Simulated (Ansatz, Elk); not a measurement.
# How far do independent atoms describe Li2H2Os?

Structure refinements treat a crystal as free atoms side by side. For a made-up structure of Li2H2Os (cell and positions from a PBEsol relaxation) the runs below show what the calculated density changes in F(hkl).

Method: DFT, PBE, all-electron APW+lo, Dirac cores, scalar-relativistic bands, static density, no spin, in Elk 11.2.3 (patched build).

The structure was built from a prototype and need not be the compound's stable phase.

### 1. Set-up

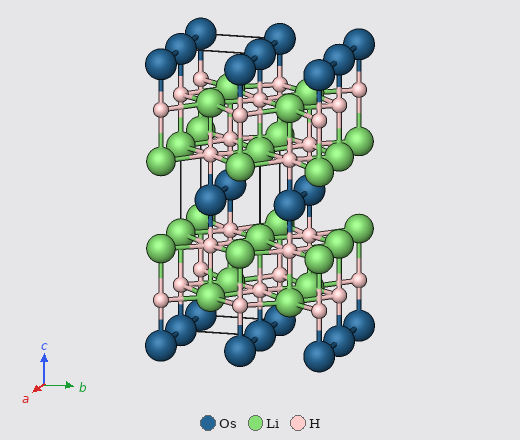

Start, viewed slightly off an axis; osmium blue, lithium green, hydrogen pink. 2×2×1 cells are drawn. This picture shows the conventional cell, with its axes. Some periodic images of atoms are drawn too.

Coordinates:

```cif
data_structure
_symmetry_space_group_name_H-M 'P 1'
_symmetry_Int_Tables_number 1
_cell_length_a 5.7589
_cell_length_b 5.7589
_cell_length_c 5.7589
_cell_angle_alpha 153.780
_cell_angle_beta 148.993
_cell_angle_gamma 41.044
_cell_volume 43.38
loop_
_atom_site_label
_atom_site_type_symbol
_atom_site_fract_x
_atom_site_fract_y
_atom_site_fract_z
_atom_site_occupancy
Os1 Os 0.00000 0.00000 0.00000 1
Li2 Li 0.34520 0.34520 0.00000 1
Li3 Li 0.65480 0.65480 0.00000 1
H4 H 0.16184 0.16184 0.00000 1
H5 H 0.83816 0.83816 0.00000 1
```

### 2. Ground state and structure factors

An all-electron density is needed, since X-rays see the cores too. Task 0 finds the density and task 195 Fourier-transforms it; tshift is off so that phases refer to the origin typed.

elk.in reads:

```
tasks
  0
  195

xctype
  20

spinpol
  .false.

rgkmax
  7.0

gmaxvr
  14.0

lmaxo
  7

lmaxapw
  8

swidth
  0.002

tshift
  .false.

ramdisk
  .false.

hmaxvr
  5.5

maxscl
  120

epspot
  1e-06

sppath
  './'

avec
  -2.46845058813 2.90893820299 10.19210334636
  2.46845058813 -2.90893820299 10.19210334636
  2.46845058813 2.90893820299 -10.19210334636

atoms
  3
  'Os.in'
  1
  -0.0000000000 -0.0000000000 -0.0000000000   0.000000 0.000000 0.000000
  'Li.in'
  2
  0.3451972565 0.3451972565 -0.0000000000   0.000000 0.000000 0.000000
  0.6548027435 0.6548027435 0.0000000000   0.000000 0.000000 0.000000
  'H.in'
  2
  0.1618388093 0.1618388093 0.0000000000   0.000000 0.000000 0.000000
  0.8381611907 0.8381611907 0.0000000000   0.000000 0.000000 0.000000

ngridk
  11 11 11
```

On the command line:

```console
> OMP_NUM_THREADS=4 elk
```

Numbers of over 12 decimals in the logs are rounded to 6 here.

The log of the run:

```text
┌─────────────────────────┐
│ Elk code version 11.2.3 │
└─────────────────────────┘

All units are atomic (Hartree, Bohr, etc.)

┌─────────────────────────────────────────────────┐
│ Ground-state run starting from atomic densities │
└─────────────────────────────────────────────────┘

Lattice vectors :
  -2.468450588       2.908938203       10.19210335
   2.468450588      -2.908938203       10.19210335
   2.468450588       2.908938203      -10.19210335

Reciprocal lattice vectors :
 -0.2677680861E-16   1.079979166      0.3082379119
   1.272698213     -0.9073767952E-17  0.3082379119
   1.272698213       1.079979166     -0.7803354184E-17

Unit cell volume      :    292.7404550
Brillouin zone volume :   0.8473383477

Muffin-tin inner radius fraction :   0.1000000000E-01

Nuclei treated as point charges

Species : 1 (Os)
 parameters loaded from : Os.in
 name : osmium
 nuclear charge    :   -76.00000000
 electronic charge :    76.00000000
 atomic mass :    346768.0767
 muffin-tin radius :    2.065504065
 number of radial points in muffin-tin :   1393
 inner part over the whole radius :   0.9922304283E-02
 number on inner part of muffin-tin    :    992
 approximate nuclear radius :   0.1019601503E-03
 number of mesh points to nuclear radius :    531
 atomic positions (lattice), magnetic fields (Cartesian) :
  1 :   0.00000000  0.00000000  0.00000000    0.00000000  0.00000000  0.00000000

Species : 2 (Li)
 parameters loaded from : Li.in
 name : lithium
 nuclear charge    :   -3.000000000
 electronic charge :    3.000000000
 atomic mass :    12652.66898
 muffin-tin radius :    1.800000000
 number of radial points in muffin-tin :    593
 inner part over the whole radius :   0.9806707936E-02
 number on inner part of muffin-tin    :    401
 approximate nuclear radius :   0.4000070961E-04
 number of mesh points to nuclear radius :    148
 atomic positions (lattice), magnetic fields (Cartesian) :
  1 :   0.34519726  0.34519726  0.00000000    0.00000000  0.00000000  0.00000000
  2 :  -0.34519726 -0.34519726  0.00000000    0.00000000  0.00000000  0.00000000

Species : 3 (H)
 parameters loaded from : H.in
 name : hydrogen
 nuclear charge    :   -1.000000000
 electronic charge :    1.000000000
 atomic mass :    1837.362221
 muffin-tin radius :    1.183451675
 number of radial points in muffin-tin :    393
 inner part over the whole radius :   0.9940942693E-02
 number on inner part of muffin-tin    :    257
 approximate nuclear radius :   0.2766748019E-04
 number of mesh points to nuclear radius :     78
 atomic positions (lattice), magnetic fields (Cartesian) :
  1 :   0.16183881  0.16183881  0.00000000    0.00000000  0.00000000  0.00000000
  2 :  -0.16183881 -0.16183881  0.00000000    0.00000000  0.00000000  0.00000000

Total number of atoms per unit cell :    5
Total muffin-tin volume :    99.65575759
 ratio of muffin-tin to unit cell volume :   0.3404235933

Spin treatment :
 spin-unpolarised

Number of Bravais lattice symmetries :    8
Number of crystal symmetries         :    8
Crystal has inversion symmetry
Real symmetric eigensolver will be used

k-point grid :     11    11    11
k-point offset :    0.000000000       0.000000000       0.000000000
k-point set is reduced with full crystal symmetry group
Total number of k-points :      216

Muffin-tin radius times maximum |G+k| :    7.000000000
 using average radius
Maximum |G+k| for APW functions       :    4.357348699
Maximum (1/2)|G+k|²                   :    9.493243844
Maximum |G| for potential and density :    14.00000000
Constant for pseudocharge density :    7
 order of it for each species :   14  14  14
 order of it for pair densities of each species (exact exchange by exxq0 0: 15) :   14  12   4
Radial integration step length :    1

G-vector grid sizes :     49    49    49
Number of G-vectors :    13519

Maximum angular momentum used for
 APW functions            :    8
 outer part of muffin-tin :    7
 inner part of muffin-tin :    2

Total nuclear charge    :   -84.00000000
[...]
total energy                :     -17299.227478183

Density of states at Fermi energy :    62.13904708
 (states/Hartree/unit cell)

Estimated indirect band gap :   0.2803687252E-03
 from k-point 48 to k-point 173
Estimated direct band gap   :   0.5871184307E-02
 at k-point 78

Charges :
 core                        :    46.00000000
 valence                     :    38.00000000
 interstitial                :    5.843101304
 muffin-tins (core leakage)
  species : 1 (Os)
   atom 1                    :    72.27326365     (  0.1285972424E-04)
  species : 2 (Li)
   atom 1                    :    2.229929843     (   0.000000000    )
   atom 2                    :    2.229929843     (   0.000000000    )
  species : 3 (H)
[...]
total in muffin-tins        :    78.15689870
 total calculated charge     :    83.99947932
 total charge                :    84.00000000
 error                       :   0.5206813303E-03

RMS change in Kohn-Sham potential (target) :    45.02436859     (  0.1000000000E-05)
Absolute change in total energy (target)   :   0.5393504816     (  0.1000000000E-03)

[... loops 3 to 19 left out ...]

┌──────────────────┐
│ Loop number : 20 │
└──────────────────┘

Energies :
 Fermi                       :     0.287600
 sum of occupied eigenvalues :     -10610.881188829
 electron kinetic            :      19634.894794524
 core electron kinetic       :      18869.266266176
 Coulomb                     :     -36587.369779157
 Coulomb potential           :     -29793.509811029
 nuclear-nuclear             :     -1095.1654109496
 electron-nuclear            :     -41205.287588202
 Hartree                     :      5713.0832199945
 Madelung                    :     -21690.614873643
 xc potential                :     -452.26617232367
 exchange                    :     -340.84111412765
 correlation                 :     -4.871325
 electron entropic           :    -0.79667841534578E-03
 total energy                :     -17298.188220361

Density of states at Fermi energy :    62.53762082
 (states/Hartree/unit cell)

Estimated indirect band gap :   0.5649064444E-04
 from k-point 145 to k-point 33
Estimated direct band gap   :   0.8022927794E-02
 at k-point 7

Charges :
 core                        :    46.00000000
 valence                     :    38.00000000
 interstitial                :    5.641045991
 muffin-tins (core leakage)
  species : 1 (Os)
   atom 1                    :    72.58348866     (  0.1231389082E-04)
  species : 2 (Li)
[...]
species : 3 (H)
[...]
total in muffin-tins        :    78.35895401
 total calculated charge     :    83.99952841
 total charge                :    84.00000000
 error                       :   0.4715896184E-03

RMS change in Kohn-Sham potential (target) :   0.9977494673E-06 (  0.1000000000E-05)
Absolute change in total energy (target)   :   0.1027652615E-05 (  0.1000000000E-03)

Convergence targets achieved

┌──────────────────┐
│ Loop number : 21 │
└──────────────────┘

Energies :
 Fermi                       :     0.287600
 sum of occupied eigenvalues :     -10610.881189089
 electron kinetic            :      19634.894794413
 core electron kinetic       :      18869.266266097
 Coulomb                     :     -36587.369779286
 Coulomb potential           :     -29793.509810960
 nuclear-nuclear             :     -1095.1654109496
 electron-nuclear            :     -41205.287588529
 Hartree                     :      5713.0832201926
 Madelung                    :     -21690.614873806
 xc potential                :     -452.26617254261
 exchange                    :     -340.84111413202
 correlation                 :     -4.871325
 electron entropic           :    -0.79667842205548E-03
 total energy                :     -17298.188220605

Density of states at Fermi energy :    62.53762147
 (states/Hartree/unit cell)

Estimated indirect band gap :   0.5649052682E-04
 from k-point 145 to k-point 33
Estimated direct band gap   :   0.8022927632E-02
 at k-point 7

Charges :
 core                        :    46.00000000
 valence                     :    38.00000000
 interstitial                :    5.641045991
 muffin-tins (core leakage)
  species : 1 (Os)
   atom 1                    :    72.58348866     (  0.1231389031E-04)
  species : 2 (Li)
[...]
atom 2                    :    2.229872370     (   0.000000000    )
  species : 3 (H)
   atom 1                    :   0.6578603028     (   0.000000000    )
   atom 2                    :   0.6578603028     (   0.000000000    )
 total in muffin-tins        :    78.35895401
 total calculated charge     :    83.99952841
 total charge                :    84.00000000
 error                       :   0.4715896182E-03

┌──────────────────────────────┐
│ Self-consistent loop stopped │
└──────────────────────────────┘

Wrote STATE.OUT
```

Wall time 2.4 min (4 threads of Arm Neoverse V2, shared host); peak memory 0.2 GiB.

SFACRHO.OUT:

```text

h k l indices transformed by vhmat matrix:
   1.000000000       0.000000000       0.000000000    
   0.000000000       1.000000000       0.000000000    
   0.000000000       0.000000000       1.000000000    

      h      k      l  multipl.   |H|            Re(F)            Im(F)           |F|

      0      0      0      1   0.0000000       84.000000      0.18061112E-15   84.000000    
      1      1     -1      2  0.61647582       70.091215     -0.20630339E-15   70.091215    
     -1      0      0      4   1.1231053       65.163783      0.51575849E-15   65.163783    
      2      2     -2      2   1.2329516       61.721317      0.45228052E-15   61.721317    
      0     -1      0      4   1.3094928       63.055787      0.50782374E-15   63.055787    
     -2     -1      1      4   1.4217772       65.263313     -0.28763454E-15   65.263313    
     -2     -1      2      4   1.5731676       63.537670     -0.27573242E-15   63.537670    
      1     -1      0      4   1.6691662       64.388616     -0.16264031E-16   64.388616    
      0     -2      1      8   1.7793702       57.570343      0.35706357E-15   57.570343    
      3      3     -3      2   1.8494275       61.906037     -0.50385637E-15   61.906037    
     -2     -3      3      4   1.8819193       57.903015     -0.11902119E-15   57.903015    
      2      3     -2      4   1.9987561       56.595858      0.10315170E-15   56.595858    
      1      3     -2      8   2.0751592       53.585856      0.29358560E-15   53.585856    
     -1      1     -1      2   2.1599583       58.590921      0.50931612E-17   58.590921    
      0      2     -2      4   2.2462107       53.139670     -0.13489068E-15   53.139670    
      3      4     -4      4   2.4128562       50.856924     -0.37293306E-15   50.856924    
     -4     -4      4      2   2.4659033       52.326980      0.26184662E-15   52.326980    
     -1     -3      3      4   2.4870846       50.032655     -0.34912882E-15   50.032655
```

Elk indexes on the primitive cell of elk.in and gives |H| = 4π sin θ/λ in inverse bohr. Below, one row stands for each form hkl of the conventional cell (m members, Friedel mates merged), F is for one primitive cell and the density is static (no thermal factor). Free-atom factors are Waasmaier and Kirfel's, and R is Σm||F|−|F'||/Σm|F|.

```
hkl  m  sin θ/λ (Å⁻¹)  abs F, DFT  neutral atoms   diff.
002  2          0.093      70.091         69.963  +0.128
011  4          0.169      65.164         65.164  -0.000
004  2          0.185      61.721         62.103  -0.382
101  4          0.197      63.056         63.009  +0.047
013  4          0.214      65.263         65.647  -0.384
103  4          0.237      63.538         63.990  -0.452
110  4          0.251      64.389         64.422  -0.033
112  8          0.268      57.570         57.862  -0.292
006  2          0.278      61.906         61.953  -0.047
015  4          0.283      57.903         57.961  -0.058
105  4          0.301      56.596         56.741  -0.145
114  8          0.312      53.586         53.782  -0.196
020  2          0.325      58.591         58.711  -0.120
022  4          0.338      53.140         53.306  -0.166
017  4          0.363      50.857         50.768  +0.089
008  2          0.371      52.327         52.503  -0.176
024  4          0.374      50.033         50.056  -0.023
116  8          0.375      54.898         54.860  +0.038
```

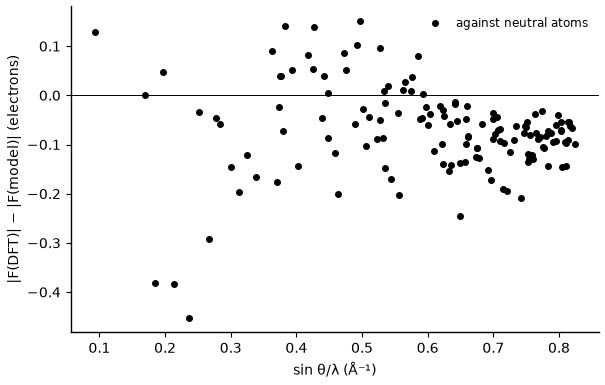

Difference between the calculated structure factors and the independent-atom ones.

### 3. The highest occupied states alone

An energy window below the Fermi level keeps the highest occupied states, to see at which angles they scatter; shallow core shells can lie inside it and anion s states outside. No new self-consistency is needed.

elk.in: that of step 2 with these lines changed.

```diff
@@ -1,3 +1,2 @@
 tasks
-  0
   195
@@ -40,2 +39,5 @@
 
+wsfac
+  -0.153390 0.587600
+
 sppath
```

On the command line:

```console
> OMP_NUM_THREADS=4 elk
```

The log of the run:

```text
┌─────────────────────────────────┐
│ Elk code version 11.2.3 started │
└─────────────────────────────────┘

Info(readinput): the functional depends on the density's gradient
 muffin-tin radial points multiplied by    2.00000
 (not where nrmtscf is given)

┌────────────────────┐
│ Current task : 195 │
└────────────────────┘
Info(checkmt): changed muffin-tin radius of species 1 (Os) from   2.8000 to   2.0655
Info(checkmt): changed muffin-tin radius of species 3 (H) from   1.4000 to   1.1835

Info(sfacrho): density structure factors written to SFACRHO.OUT

 Energy window :  -0.1533900000      0.5876000000

┌──────────────────┐
│ Elk code stopped │
└──────────────────┘
```

Elapsed: 5 s, on 4 threads; peak memory 0.17 GiB.

States within 12 eV below the Fermi level hold 12.00 electrons; any levels below the window count with the cores. Their amplitudes can exceed the total, where window and core parts have opposite phase:

```
hkl  sin θ/λ (Å⁻¹)  abs F, window  abs F, all
002          0.093          4.903      70.091
011          0.169          3.515      65.164
004          0.185          1.446      61.721
101          0.197          2.729      63.056
013          0.214          0.486      65.263
103          0.237          0.123      63.538
110          0.251          1.767      64.389
112          0.268          0.329      57.570
006          0.278          1.300      61.906
015          0.283          0.871      57.903
```

### 4. Another functional

The difference from free atoms is small, so it is set against the change that LDA (Perdew-Wang) makes.

elk.in: that of step 3 with these lines changed.

```diff
@@ -1,2 +1,3 @@
 tasks
+  0
   195
@@ -4,3 +5,3 @@
 xctype
-  20
+  3
 
@@ -39,5 +40,2 @@
 
-wsfac
-  -0.153390 0.587600
-
 sppath
```

On the command line:

```console
> OMP_NUM_THREADS=4 elk
```

The log of the run:

```text
┌─────────────────────────┐
│ Elk code version 11.2.3 │
└─────────────────────────┘

All units are atomic (Hartree, Bohr, etc.)

┌─────────────────────────────────────────────────┐
│ Ground-state run starting from atomic densities │
└─────────────────────────────────────────────────┘

Lattice vectors :
  -2.468450588       2.908938203       10.19210335
   2.468450588      -2.908938203       10.19210335
   2.468450588       2.908938203      -10.19210335

Reciprocal lattice vectors :
 -0.2677680861E-16   1.079979166      0.3082379119
[...]
muffin-tins (core leakage)
  species : 1 (Os)
   atom 1                    :    72.59502004     (  0.8093709098E-05)
  species : 2 (Li)
[...]
species : 3 (H)
   atom 1                    :   0.6373583591     (   0.000000000    )
   atom 2                    :   0.6373583591     (   0.000000000    )
 total in muffin-tins        :    78.34201703
 total calculated charge     :    83.99954469
 total charge                :    84.00000000
 error                       :   0.4553060541E-03

┌──────────────────────────────┐
│ Self-consistent loop stopped │
└──────────────────────────────┘

Wrote STATE.OUT
[key lines of the parts left out:]
total energy                :     -17288.126542930
```

Wall time 86 s (4 threads); peak memory 0.17 GiB.

Against the first run R = 0.05 %; the largest change is -0.065 at 006.

### 5. Basis size

The basis and the expansions that go with it are enlarged, to see whether the differences are converged.

elk.in: that of step 4 with these lines changed.

```diff
@@ -5,3 +5,3 @@
 xctype
-  3
+  20
 
@@ -11,12 +11,12 @@
 rgkmax
-  7.0
+  8.5
 
 gmaxvr
-  14.0
+  18.0
 
 lmaxo
-  7
+  9
 
 lmaxapw
-  8
+  10
```

On the command line:

```console
> OMP_NUM_THREADS=4 elk
```

The log of the run:

```text
┌─────────────────────────┐
│ Elk code version 11.2.3 │
└─────────────────────────┘

All units are atomic (Hartree, Bohr, etc.)

┌─────────────────────────────────────────────────┐
│ Ground-state run starting from atomic densities │
└─────────────────────────────────────────────────┘

Lattice vectors :
  -2.468450588       2.908938203       10.19210335
   2.468450588      -2.908938203       10.19210335
   2.468450588       2.908938203      -10.19210335

Reciprocal lattice vectors :
 -0.2677680861E-16   1.079979166      0.3082379119
[...]
muffin-tins (core leakage)
  species : 1 (Os)
   atom 1                    :    72.58583389     (  0.1231455487E-04)
  species : 2 (Li)
[...]
species : 3 (H)
   atom 1                    :   0.6580181654     (   0.000000000    )
   atom 2                    :   0.6580181654     (   0.000000000    )
 total in muffin-tins        :    78.36178730
 total calculated charge     :    84.00011436
 total charge                :    84.00000000
 error                       :   0.1143631960E-03

┌──────────────────────────────┐
│ Self-consistent loop stopped │
└──────────────────────────────┘

Wrote STATE.OUT
[key lines of the parts left out:]
total energy                :     -17298.190356536
```

Elapsed: 7.8 min, on 4 threads; peak memory 0.38 GiB.

Against the first run R = 0.00 %; the largest change is -0.005 at 0 0 14.

### 6. Settings against the effect

```
                              run  R against the first run (%)  R against neutral atoms, low angle (%)  wall time
                    PBE, rgkmax 7                         0.00                                    0.31    2.4 min
                LDA (Perdew-Wang)                         0.05                                    0.31       86 s
rgkmax 8.5 with larger expansions                         0.00                                    0.31    7.8 min
```

### 7. Results

```yaml
r_against_neutral_atoms_sin_theta_lambda_0p3_a_minus1: 0.31 %
r_against_neutral_atoms_0p3_to_0p82_a_minus1: 0.21 %
```

What this shows: Independent neutral atoms miss the calculated amplitudes by R = 0.31 % below 0.3 Å⁻¹ and 0.21 % from there to 0.82 Å⁻¹; by shells, 0.18 % below 0.15 Å⁻¹ (1 form), 0.32 % 0.15 to 0.3 (9 forms), 0.17 % 0.3 to 0.45 (20 forms), 0.22 % above 0.45 (112 forms). Bonding, aspherical density and the tables' own atoms all enter these figures, and the runs don't part them. The largest change of an amplitude is -0.45 electrons, at 103. The window's part falls from 12.0 electrons at the origin to at most 0.52 between 0.45 and 0.82 Å⁻¹. Below 0.3 Å⁻¹ the changes that finished (LDA (Perdew-Wang) and rgkmax 8.5 with larger expansions) move F by R = 0.04 % at most, against the 0.31 % that separates it from free atoms. The k-mesh has no finished test. These runs have no spin, though d or f shells may be open. Spin-orbit coupling is left out, which can matter for elements this heavy. Part of the difference isn't bonding: the tables are fits to free atoms and ions calculated by other methods than this functional. Thermal motion, anomalous dispersion and extinction are left out.

[Logs are printed without paths, hosts, clocks, repeated set-up lines and the standing remarks that a program may print on its own settings, such as how far it seeks lower states.]

[Hosts, paths, dates, database ids (printed as entryN), source tags and the programs' standing remarks are cut or masked in the printed files.]
